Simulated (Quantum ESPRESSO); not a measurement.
# Iridium (Fm-3m): electron-phonon coupling, part 2 of 3

How strong is the electron-phonon coupling in Iridium (Fm-3m)?

Quantum ESPRESSO 7.5; DFT LDA, scalar-relativistic, plane waves, PseudoDojo norm-conserving pseudopotentials.

So far. Step 2 (A probe with smearing): No gap opens on this mesh, so smearing is kept; the start stands at -5.3 GPa. Step 4 (Self-consistent run for the response): The cell stands at -0.036 GPa, close enough for phonons. The relaxed cell has a = 3.809 Å (conventional setting).

The database entry behind the starting cell differs from later determinations by our own check (0.1 to 0.3 % short, probably kX units), so it need not match the best structure at ambient conditions.

## (7) Linear response on the mesh

Linear response treats each wavevector in the unit cell, with no supercell; the 4×4×4 mesh fixes the range of the force constants to be had. The change of the potential is kept for the electron-phonon matrix elements.

Input file ph.in:

```
phonons
&inputph
   prefix = 'x'
   outdir = './tmp'
   fildyn = 'x.dyn'
   tr2_ph = 1.0d-18
   alpha_mix(1) = 0.4
   nmix_ph = 8
   ldisp = .true.
   nq1 = 4
   nq2 = 4
   nq3 = 4
   electron_phonon = 'interpolated'
   fildvscf = 'dvscf'
   el_ph_sigma = 0.005
   el_ph_nsigma = 10
/
```

Run with:

```bash
$ OMP_NUM_THREADS=1 mpirun -n 4 ph.x -nk 4 -in ph.in > ph.out
```

Numbers of over 12 decimals in the logs are rounded to 6 here.

What it wrote:

```text
[banners, grids, parts of the stress and lines that vanish by symmetry left out]
[banner, memory and clock lines left out]
Program PHONON v.7.5

     ./tmp/x.save/

     IMPORTANT: XC functional enforced from input :
     Exchange-correlation= PW
                           (   1   4   0   0   0   0   0)
     Any further DFT definition will be discarded
     Please, verify this is what you really want

     G-vector sticks info

     Reading collected, re-writing distributed wavefunctions in ./tmp/

     Dynamical matrices for ( 4, 4, 4)  uniform grid of q-points
     (   8 q-points):
       N         xq(1)         xq(2)         xq(3)
       1   0.000000000   0.000000000   0.000000000
       2   0.176776695   0.176776695  -0.176776695
[...]
Number and degeneracy of irreps per q-point
       N         xq(1)         xq(2)         xq(3)   N irreps
       1   0.000000000   0.000000000   0.000000000       1
        3
       2   0.176776695   0.176776695  -0.176776695       2
        1   2
[...]
1   2
[...]
1   2
[...]
No degeneracy
[...]
No degeneracy
       7  -0.707106781   0.000000000   0.000000000       2
        1   2
       8  -0.707106781   0.353553391   0.000000000       2
        1   2

     Saving dvscf to file. Distribute only q points, not irreducible representations.

     Calculation of q =    0.0000000   0.0000000   0.0000000

     phonons

     bravais-lattice index     =            0
     lattice parameter (alat)  =       5.0901  a.u.
     unit-cell volume          =      93.2547 (a.u.)^3
     number of atoms/cell      =            1
     number of atomic types    =            1
     kinetic-energy cut-off    =      68.0000  Ry
     charge density cut-off    =     272.0000  Ry
     convergence threshold     =      1.0E-18
     beta                      =       0.4000
     number of iterations used =            8
     Exchange-correlation= PW
                           (   1   4   0   0   0   0   0)

     celldm(1)=    5.09013  celldm(2)=    0.00000  celldm(3)=    0.00000
     celldm(4)=    0.00000  celldm(5)=    0.00000  celldm(6)=    0.00000

     crystal axes: (cart. coord. in units of alat)
               a(1) = (  0.0000  0.7071  0.7071 )
               a(2) = (  0.7071  0.0000  0.7071 )
               a(3) = (  0.7071  0.7071  0.0000 )

     reciprocal axes: (cart. coord. in units 2 pi/alat)
               b(1) = ( -0.7071  0.7071  0.7071 )
               b(2) = (  0.7071 -0.7071  0.7071 )
               b(3) = (  0.7071  0.7071 -0.7071 )

     Atoms inside the unit cell:

     Cartesian axes

     site n.  atom      mass           positions (alat units)
        1  Ir    192.2170   tau(    1) = (    0.00000    0.00000    0.00000  )

     Computing dynamical matrix for
                    q = (   0.0000000   0.0000000   0.0000000 )

     49 Sym.Ops. (with q -> -q+G )

     G cutoff =  178.5115  (   7119 G-vectors)     FFT grid: ( 27, 27, 27)

     number of k points=   145  Marzari-Vanderbilt smearing, width (Ry)=  0.0200

     PseudoPot. # 1 for Ir read from file:
     ./pseudo/Ir.upf
     Pseudo is Norm-conserving + core correction, Zval = 17.0

     Mode symmetry, O_h (m-3m)  point group:

     Atomic displacements:
     There are    1 irreducible representations

     Representation     1      3 modes -  To be done

     Alpha used in Ewald sum =   2.7000

     Representation #   1 modes #   1   2   3

     Self-consistent Calculation
      iter #   1   av.it.:   7.7
      thresh= 1.000E-02 alpha_mix =  0.400 |ddv_scf|^2 =  1.290E-05
      iter #   2   av.it.:  10.1
      thresh= 3.592E-04 alpha_mix =  0.400 |ddv_scf|^2 =  1.385E-06
[...]
End of self-consistent calculation

     Convergence has been achieved

     Number of q in the star =    1
     List of q in the star:
[...]
Diagonalizing the dynamical matrix

     q = (    0.000000000   0.000000000   0.000000000 )

 **************************************************************************
     freq (    1) =       0.011738 [THz] =       0.391540 [cm-1]
     freq (    2) =       0.011738 [THz] =       0.391540 [cm-1]
     freq (    3) =       0.011738 [THz] =       0.391540 [cm-1]
 **************************************************************************

     Mode symmetry, O_h (m-3m)  point group:

     freq (   1-   3) =          0.4  [cm-1]   --> T_1u G_15  G_4- I
     Electron-phonon interaction  ...

     [... narrower broadenings left out ...]
     Gaussian Broadening:   0.020 Ry, ngauss=   0
     DOS =  5.917563 states/spin/Ry/Unit Cell at Ef= 26.268373 eV
     lambda(    1)=  0.0000   gamma=    0.01 GHz
     lambda(    2)=  0.0000   gamma=    0.01 GHz
     lambda(    3)=  0.0000   gamma=    0.01 GHz
     [... wider broadenings left out ...]

     Number of q in the star =    1
     List of q in the star:
[...]
Calculation of q =    0.1767767   0.1767767  -0.1767767
     [... set-up and bands at k+q left out ...]

     Mode symmetry, C_3v (3m)   point group:

     Atomic displacements:
     There are    2 irreducible representations

     Representation     1      1 modes -  To be done

[...]
Message from routine init_vloc:
     Interpolation table for Vloc re-allocated

     Alpha used in Ewald sum =   2.7000

     Representation #   1 mode #   1

     Self-consistent Calculation

[...]
[... iterations left out ...]
[...]
End of self-consistent calculation

     Convergence has been achieved

     Representation #   2 modes #   2   3

[...]
[... iterations left out ...]
[...]
Convergence has been achieved

[...]
Diagonalizing the dynamical matrix

     q = (    0.176776695   0.176776695  -0.176776695 )

[...]
freq (    1) =       2.584022 [THz] =      86.193685 [cm-1]
     freq (    2) =       2.584022 [THz] =      86.193685 [cm-1]
     freq (    3) =       5.072315 [THz] =     169.194202 [cm-1]
[...]
Mode symmetry, C_3v (3m)   point group:

     freq (   1-   2) =         86.2  [cm-1]   --> E    L_3
     freq (   3-   3) =        169.2  [cm-1]   --> A_1  L_1
     Electron-phonon interaction  ...

     [... narrower broadenings left out ...]
     Gaussian Broadening:   0.020 Ry, ngauss=   0
     DOS =  5.917563 states/spin/Ry/Unit Cell at Ef= 26.268373 eV
     lambda(    1)=  0.1780   gamma=    6.71 GHz
     lambda(    2)=  0.1715   gamma=    6.47 GHz
     lambda(    3)=  0.0756   gamma=   10.99 GHz
     [... wider broadenings left out ...]

[...]
[... set-up and bands at k+q left out ...]

     Mode symmetry, D_3d (-3m)  point group:

[...]
Representation #   1 mode #   1

[...]
Convergence has been achieved

     Representation #   2 modes #   2   3

[...]
Convergence has been achieved

[...]
q = (   -0.353553391  -0.353553391   0.353553391 )

[...]
freq (    1) =       3.380636 [THz] =     112.765884 [cm-1]
     freq (    2) =       3.380636 [THz] =     112.765884 [cm-1]
     freq (    3) =       6.073894 [THz] =     202.603311 [cm-1]
[...]
Mode symmetry, D_3d (-3m)  point group:

     freq (   1-   2) =        112.8  [cm-1]   --> E_u  L_3'
     freq (   3-   3) =        202.6  [cm-1]   --> A_2u L_2'
[...]
lambda(    1)=  0.1693   gamma=   10.93 GHz
     lambda(    2)=  0.1652   gamma=   10.67 GHz
     lambda(    3)=  0.0784   gamma=   16.34 GHz
[...]
Mode symmetry, C_4v (4mm)  point group:

[...]
Convergence has been achieved

     Representation #   2 modes #   2   3

[...]
Convergence has been achieved

[...]
q = (    0.353553391   0.000000000   0.000000000 )

[...]
freq (    1) =       3.432088 [THz] =     114.482119 [cm-1]
     freq (    2) =       3.432088 [THz] =     114.482119 [cm-1]
     freq (    3) =       5.525316 [THz] =     184.304706 [cm-1]
[...]
Mode symmetry, C_4v (4mm)  point group:

     freq (   1-   2) =        114.5  [cm-1]   --> E    G_5 D_5
     freq (   3-   3) =        184.3  [cm-1]   --> A_1  G_1 D_1
[...]
lambda(    1)=  0.1196   gamma=    7.96 GHz
     lambda(    2)=  0.1192   gamma=    7.93 GHz
     lambda(    3)=  0.0318   gamma=    5.49 GHz
[...]
Mode symmetry, C_s (m)     point group:

[...]
Convergence has been achieved

[...]
Convergence has been achieved

[...]
Convergence has been achieved

[...]
q = (   -0.176776695  -0.530330086   0.530330086 )

[...]
freq (    1) =       4.096090 [THz] =     136.630863 [cm-1]
     freq (    2) =       4.435022 [THz] =     147.936422 [cm-1]
     freq (    3) =       5.561108 [THz] =     185.498598 [cm-1]
[...]
Mode symmetry, C_s (m)     point group:

     freq (   1-   1) =        136.6  [cm-1]   --> A''
     freq (   2-   2) =        147.9  [cm-1]   --> A'
     freq (   3-   3) =        185.5  [cm-1]   --> A'
[...]
lambda(    1)=  0.1472   gamma=   13.96 GHz
     lambda(    2)=  0.2174   gamma=   24.17 GHz
     lambda(    3)=  0.1383   gamma=   24.16 GHz
[...]
Mode symmetry, C_2v (mm2)  point group:

[...]
Convergence has been achieved

[...]
Convergence has been achieved

[...]
Convergence has been achieved

[...]
q = (    0.000000000  -0.353553391   0.353553391 )

[...]
freq (    1) =       3.772094 [THz] =     125.823505 [cm-1]
     freq (    2) =       4.141713 [THz] =     138.152688 [cm-1]
     freq (    3) =       5.664501 [THz] =     188.947410 [cm-1]
[...]
Mode symmetry, C_2v (mm2)  point group:

     freq (   1-   1) =        125.8  [cm-1]   --> B_1  D_3  S_3
     freq (   2-   2) =        138.2  [cm-1]   --> B_2  D_4  S_4
     freq (   3-   3) =        188.9  [cm-1]   --> A_1  D_1  S_1
[...]
lambda(    1)=  0.1487   gamma=   11.96 GHz
     lambda(    2)=  0.2337   gamma=   22.66 GHz
     lambda(    3)=  0.1130   gamma=   20.49 GHz
[...]
Calculation of q =   -0.7071068   0.0000000   0.0000000
     [... set-up and bands at k+q left out ...]

     Mode symmetry, D_4h(4/mmm) point group:

     Atomic displacements:
     There are    2 irreducible representations

[...]
Alpha used in Ewald sum =   2.7000

     Representation #   1 mode #   1

[...]
Convergence has been achieved

     Representation #   2 modes #   2   3

[...]
Convergence has been achieved

[...]
Diagonalizing the dynamical matrix

     q = (   -0.707106781   0.000000000   0.000000000 )

[...]
freq (    1) =       4.531605 [THz] =     151.158076 [cm-1]
     freq (    2) =       4.531605 [THz] =     151.158076 [cm-1]
     freq (    3) =       5.617126 [THz] =     187.367169 [cm-1]
[...]
Mode symmetry, D_4h(4/mmm) point group:

     freq (   1-   2) =        151.2  [cm-1]   --> E_u  X_5' M_5'
     freq (   3-   3) =        187.4  [cm-1]   --> A_2u X_4' M_4'
     Electron-phonon interaction  ...

     [... narrower broadenings left out ...]
     Gaussian Broadening:   0.020 Ry, ngauss=   0
     DOS =  5.917563 states/spin/Ry/Unit Cell at Ef= 26.268373 eV
     lambda(    1)=  0.1485   gamma=   17.23 GHz
     lambda(    2)=  0.1482   gamma=   17.19 GHz
     lambda(    3)=  0.1842   gamma=   32.84 GHz
     [... wider broadenings left out ...]

[...]
Calculation of q =   -0.7071068   0.3535534   0.0000000
     [... set-up and bands at k+q left out ...]

     Mode symmetry, D_2d (-42m) point group:

     Atomic displacements:
     There are    2 irreducible representations

     Representation     1      1 modes -  To be done

     Representation     2      2 modes -  To be done

     Alpha used in Ewald sum =   2.7000

     Representation #   1 mode #   1

     Self-consistent Calculation

[...]
[... iterations left out ...]
[...]
End of self-consistent calculation

     Convergence has been achieved

     Representation #   2 modes #   2   3

     Self-consistent Calculation

      iter #   1   av.it.:   8.8
      thresh= 1.000E-02 alpha_mix =  0.400 |ddv_scf|^2 =  2.718E-04

      [... iterations left out ...]
      iter #  10   av.it.:  11.4
      thresh= 4.844E-10 alpha_mix =  0.400 |ddv_scf|^2 =  6.107E-19

     End of self-consistent calculation

     Convergence has been achieved

     Number of q in the star =    6
     List of q in the star:
[...]
Diagonalizing the dynamical matrix

     q = (   -0.707106781   0.353553391   0.000000000 )

 **************************************************************************
     freq (    1) =       4.779688 [THz] =     159.433232 [cm-1]
     freq (    2) =       4.895333 [THz] =     163.290744 [cm-1]
     freq (    3) =       4.895333 [THz] =     163.290744 [cm-1]
 **************************************************************************

     Mode symmetry, D_2d (-42m) point group:

     freq (   1-   1) =        159.4  [cm-1]   --> B_2  X_3  W_2
     freq (   2-   3) =        163.3  [cm-1]   --> E    X_5  W_3
     Electron-phonon interaction  ...

     [... narrower broadenings left out ...]
     Gaussian Broadening:   0.020 Ry, ngauss=   0
     DOS =  5.917563 states/spin/Ry/Unit Cell at Ef= 26.268373 eV
     lambda(    1)=  0.1402   gamma=   18.11 GHz
     lambda(    2)=  0.1993   gamma=   26.99 GHz
     lambda(    3)=  0.2000   gamma=   27.09 GHz
     [... wider broadenings left out ...]

     Number of q in the star =    6
     List of q in the star:
[...]
5   0.353553391  -0.000000000  -0.707106781
          6  -0.353553391   0.000000000   0.707106781


[key lines of the parts left out:]
the Fermi energy is    26.3041 ev
```

Elapsed: 57 min, on 4 MPI ranks of Arm Neoverse V1, shared host; 3.8 h of CPU time.

This step gave:

| Quantity | Value |
| --- | --- |
| largest acoustic frequency at the zone centre before the sum rule | 0.39 cm⁻¹ |
| lowest mode on the q mesh (acoustic ones at the zone centre apart) | 86.19 cm⁻¹ |

Frequencies (cm⁻¹) at each irreducible wavevector; negative means imaginary. Frequencies by wavevector:

```csv
q (fractions),star,mode 1,mode 2,mode 3
0 0 0,1,0.39,0.39,0.39
0 0 0.25,8,86.19,86.19,169.2
0 0 -0.5,4,112.8,112.8,202.6
0 0.25 0.25,6,114.5,114.5,184.3
0 0.25 -0.5,24,136.6,147.9,185.5
0 0.25 -0.25,12,125.8,138.2,188.9
0 -0.5 -0.5,3,151.2,151.2,187.4
0.25 -0.5 -0.25,6,159.4,163.3,163.3
```

Couplings of single modes at a Gaussian broadening of 0.02 Ry, as ph.x prints them; it sets λ to zero for modes under 20 cm⁻¹. Mode couplings:

```csv
q (fractions),mode,frequency (cm⁻¹),λ,linewidth γ (GHz)
0 0 0.25,1,86.19,0.178,6.71
0 0 0.25,2,86.19,0.1715,6.47
0 0 0.25,3,169.2,0.0756,10.99
0 0 -0.5,1,112.8,0.1693,10.93
0 0 -0.5,2,112.8,0.1652,10.67
0 0 -0.5,3,202.6,0.0784,16.34
0 0.25 0.25,1,114.5,0.1196,7.96
0 0.25 0.25,2,114.5,0.1192,7.93
0 0.25 0.25,3,184.3,0.0318,5.49
0 0.25 -0.5,1,136.6,0.1472,13.96
0 0.25 -0.5,2,147.9,0.2174,24.17
0 0.25 -0.5,3,185.5,0.1383,24.16
0 0.25 -0.25,1,125.8,0.1487,11.96
0 0.25 -0.25,2,138.2,0.2337,22.66
0 0.25 -0.25,3,188.9,0.113,20.49
0 -0.5 -0.5,1,151.2,0.1485,17.23
0 -0.5 -0.5,2,151.2,0.1482,17.19
0 -0.5 -0.5,3,187.4,0.1842,32.84
0.25 -0.5 -0.25,1,159.4,0.1402,18.11
0.25 -0.5 -0.25,2,163.3,0.1993,26.99
0.25 -0.5 -0.25,3,163.3,0.2,27.09
```

The acoustic modes at Γ come out as far as 0.4 cm⁻¹ from zero, where they should vanish, a small numerical error.

## (8) Force constants in real space

The dynamical matrices of the mesh are Fourier-transformed to force constants in real space.

Input file q2r.in:

```
&input
   fildyn = 'x.dyn'
   zasr = 'crystal'
   flfrc = 'x.fc'
   la2F = .true.
/
```

Run with:

```bash
$ q2r.x < q2r.in > q2r.out
```

What it wrote:

```text
[banners, grids, parts of the stress and lines that vanish by symmetry left out]
[banner, memory and clock lines left out]
Program Q2R v.7.5

  reading grid info from file x.dyn0

  reading force constants from file x.dyn1
  Dielectric Tensor not found
  nqs=            1
 q=   0.00000000  0.00000000  0.00000000
  reading force constants from file x.dyn2
  nqs=            8
 q=   0.17677670  0.17677670 -0.17677670
[...]
reading force constants from file x.dyn7
  nqs=            3
[...]
reading force constants from file x.dyn8
  nqs=            6
[...]
q=   0.35355339 -0.00000000 -0.70710678
 q=  -0.35355339  0.00000000  0.70710678

      q-space grid ok, #points =   64

      fft-check success (sum of imaginary terms < 10^-12)

   Preparing gamma for a2F

 Broadening =      0.005
      q-space grid ok, #points =   64

      fft-check success (sum of imaginary terms < 10^-12)

 Broadening =      0.010
[...]
Broadening =      0.045
      q-space grid ok, #points =   64

      fft-check success (sum of imaginary terms < 10^-12)

 Broadening =      0.050
      q-space grid ok, #points =   64

      fft-check success (sum of imaginary terms < 10^-12)
```

Run time: 0.47 s. Hardware: 1 thread.

## (9) Interpolated phonon bands

From the force constants any wavevector is cheap; points of the mesh come back as solved, but for the sum rule and, in polar crystals, the LO-TO term at Γ; the rest is interpolation.

Input file matdyn.in:

```
&input
   asr = 'crystal'
   flfrc = 'x.fc'
   flfrq = 'x.freq'
   flvec = 'x.modes'
   q_in_band_form = .true.
   q_in_cryst_coord = .true.
/
8
  0.0000000   0.0000000   0.0000000  12  ! GAMMA
  0.5000000   0.0000000   0.5000000  12  ! X
  0.6250000   0.2500000   0.6250000   1  ! U
  0.3750000   0.3750000   0.7500000  12  ! K
  0.0000000   0.0000000   0.0000000  12  ! GAMMA
  0.5000000   0.5000000   0.5000000  12  ! L
  0.5000000   0.2500000   0.7500000  12  ! W
  0.5000000   0.0000000   0.5000000   1  ! X
```

Run with:

```bash
$ matdyn.x -in matdyn.in > matdyn.out
```

What it wrote:

```text
[banner, memory and clock lines left out]
Program MATDYN v.7.5

 mass for atomic type   1 not given; uses mass from file x.fc
 Norm of the difference between old and new effective charges:    0.000000

 Norm of the difference between old and new force-constants:   4.82809e-07

     Message from routine matdyn:
     Z* not found in file x.fc, TO-LO splitting at q=0 will be absent!
     Message from routine matdyn:
     Z* not found in file x.fc, TO-LO splitting at q=0 will be absent!

Note: The following floating-point exceptions are signalling: IEEE_UNDERFLOW_FLAG
```

Wall time 0.46 s (1 thread).

Read from the output:

```yaml
lowest_frequency_on_the_path: 0 cm⁻¹
mean_frequency: 146.6 cm⁻¹
debye_temperature_second_moment: 279 K
logarithmic_mean_frequency: 142.2 cm⁻¹
```

Matdyn.x, sum rule crystal. The phonon branches at the labelled points (cm⁻¹):

```csv
point,branch 1,branch 2,branch 3
Γ,0,0,0
X,151,151,187
U,146,164,171
jump to K,146,164,171
Γ,0,0,0
L,113,113,203
W,159,163,163
X,151,151,187
```

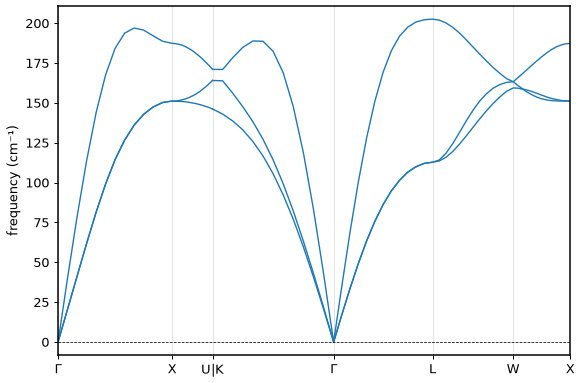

Phonon branches along the path.

Lowest modes at the softest wavevector of the mesh; phase exp(i q.(R + tau)). Modes at q = (0.000, 0.250, 0.000):

```csv
mode,frequency (cm⁻¹)
1,86.2
2,86.2
3,169.2
```

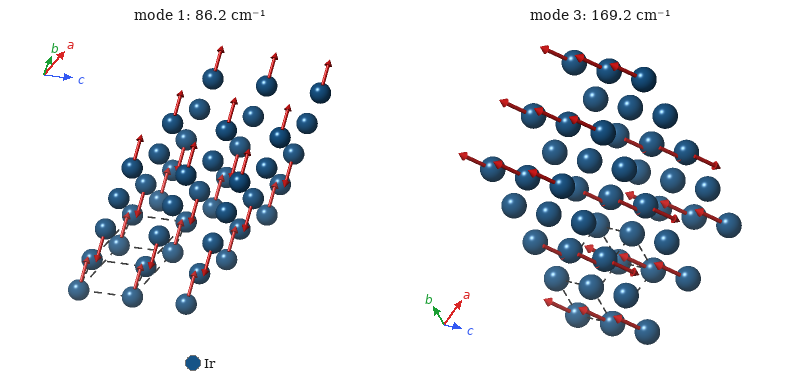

Displacement patterns of modes 1 and 3 at q = (0.000, 0.250, 0.000); arrows are exaggerated. 2×4×2 cells are drawn. The axes are those of the cell as run, not the conventional ones. Some periodic images of atoms are drawn too.

Force constants by pair (phonopy on the run's constants); pairs near half the supercell's span include their periodic images. Pair force constants, by row:

```csv
atom,neighbour,distance (Å),third of the trace (eV/Å²),along the pair's line (eV/Å²)
Ir1,itself,0,15.96,–
Ir1,Ir,2.694,-0.8977,-3.081
Ir1,Ir,3.809,-0.1036,-1.075
Ir1,Ir,4.665,-0.1608,-0.4557
Ir1,Ir,5.387,-0.1914,-0.5007
Ir1,Ir,6.023,0.0294,0.0565
Ir1,Ir,6.598,-0.0355,-0.0355
```

(Continued in part 3 of 3.)

[Host names and launcher messages were left out of these logs when they were recorded.]

[Logs are printed without paths, hosts, clocks, repeated set-up lines and the standing remarks that a program may print on its own settings, such as how far it seeks lower states.]

[Hosts, paths, dates, database ids (printed as entryN), source tags and the programs' standing remarks are cut or masked in the printed files.]
